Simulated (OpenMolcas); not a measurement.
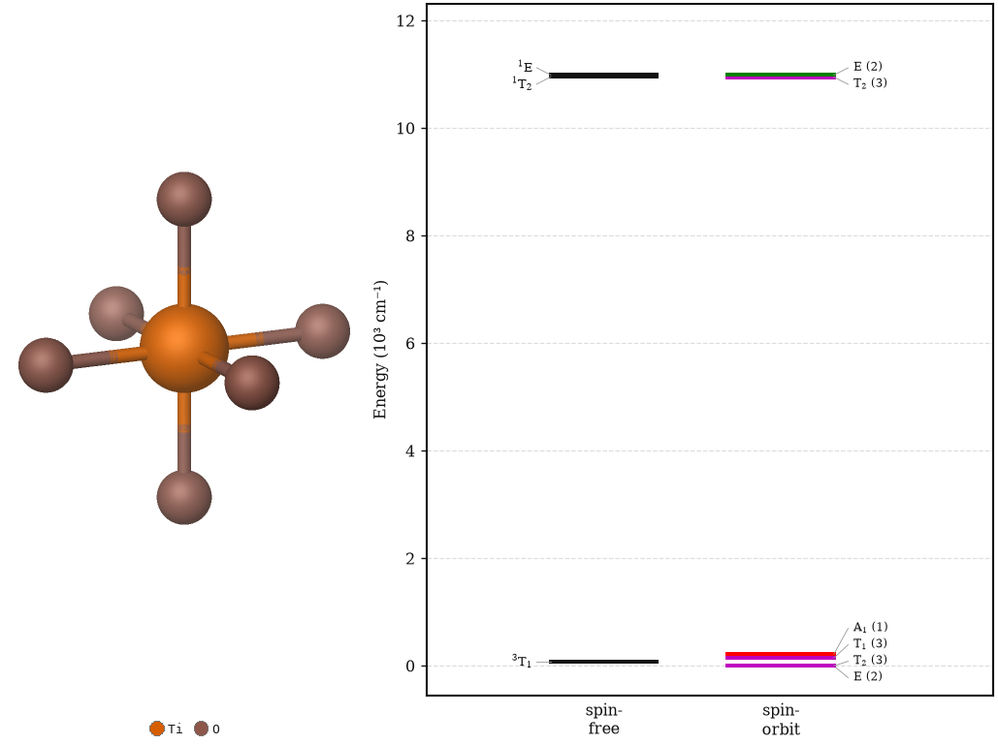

Ti²⁺ (3d²) as a dopant in MgO, a cluster with its 6 nearest O²⁻ at 2.193 Å (octahedron) embedded in model potentials and point charges; the geometry was set, not optimised, and its levels. Labels give the representation in O, Td, D4 or D3 as the site allows (double group for half-integer spin) where it could be assigned and, in brackets, the degeneracy; spin-free states, where drawn, share the zero of the spin-orbit levels. Level of the calculation: state-averaged CASSCF, active space 2 electrons in the shell 3d, basis ANO-RCC-VTZP on the metal and ANO-RCC-VDZP on the ligands, DKH2 scalar Hamiltonian, spin-orbit coupling by RASSI with atomic mean-field integrals (OpenMolcas).

Give the ground level, the first gap and the ligand-field bands.

Answer. The ground level is E, doubly degenerate, 100 % from states of spin multiplicity 3. Its principal g values are all close to zero. The next level lies at 1.5 cm⁻¹ (T₂). The lowest spin-free state is ³T₁. A ligand-field fit to the spin-free states gives |10Dq| = 17,400 cm⁻¹, B = 805 and C = 2,820 cm⁻¹ (rms misfit 100 cm⁻¹). The active orbitals hold 90 to 94 % metal character (Löwdin), and the Mulliken charge of the metal is +1.59.

Caveat: the geometry is set by hand, with no relaxation and no charge compensation.
